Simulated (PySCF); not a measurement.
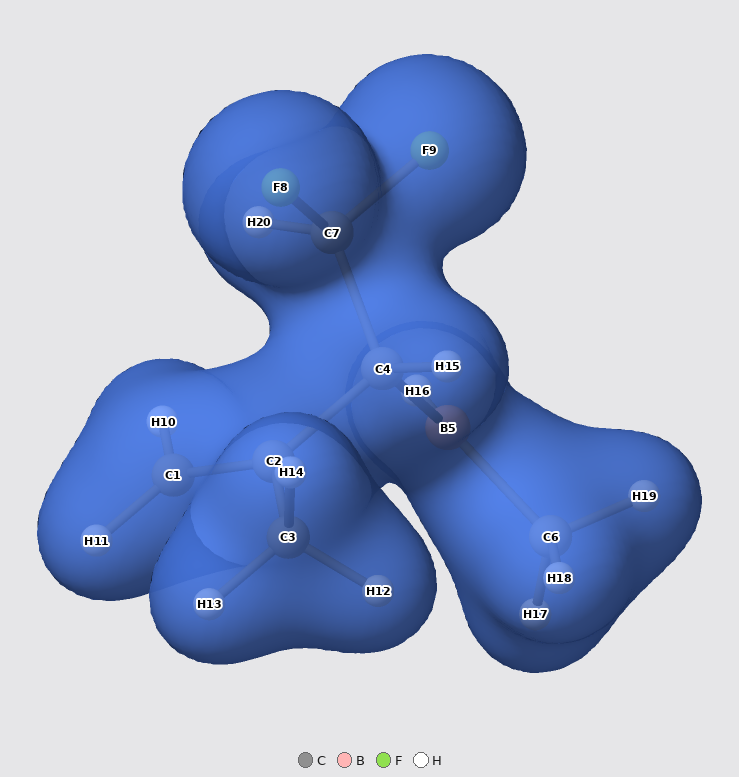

C6H11BF2. Isosurface of the electron density at 0.2 e/Å³ (blue), seen at a tilt.

Geometry: GFN2-xTB.

All numbers below come from PBE0/pcSseg-1, SCF density, gas phase, non-relativistic in PySCF 2.14.0.

Input file:

```
{"job": {"kind": "nmr", "xc": "PBE0", "basis": "pcSseg-1"}, "charge": 0, "multiplicity": 1}
C     -1.472334    -0.854734    -1.024504
C     -1.015181    -0.096947    -0.037947
C     -1.753456     0.072669     1.251839
C      0.305876     0.650399    -0.134182
B      1.391840    -0.507332    -0.175432
C      1.909139    -1.149540     1.154612
C      0.320343     1.573150    -1.340952
F     -0.611792     2.557791    -1.218063
F      1.514019     2.218202    -1.435968
H     -0.941212    -0.987301    -1.950373
H     -2.415198    -1.368277    -0.943414
H     -1.126216    -0.228781     2.089712
H     -2.662301    -0.523289     1.263583
H     -2.019061     1.120188     1.391420
H      0.403634     1.291909     0.746252
H      1.783218    -0.894628    -1.208859
H      1.955491    -2.235667     1.102141
H      1.350192    -0.874079     2.045312
H      2.938015    -0.820833     1.311279
H      0.139838     1.067779    -2.299791
```

Command:

```sh
OMP_NUM_THREADS=1 python probes_run.py task.json out
```

> What does this surface tell about the bonding?

At this value the surface is in one piece. It bridges the sampled C–C (1.33 Å), C–F (1.36 Å), C–B (1.56 Å) and C–H (1.08 Å) contacts, where the density stays above the isovalue. On the grid the lowest density along these lines, outside the cores, is 2.3 e/Å³ (C–C, 1.33 Å), 1.8 e/Å³ (C–F, 1.36 Å), 1.3 e/Å³ (C–B, 1.56 Å) and 1.9 e/Å³ (C–H, 1.08 Å).
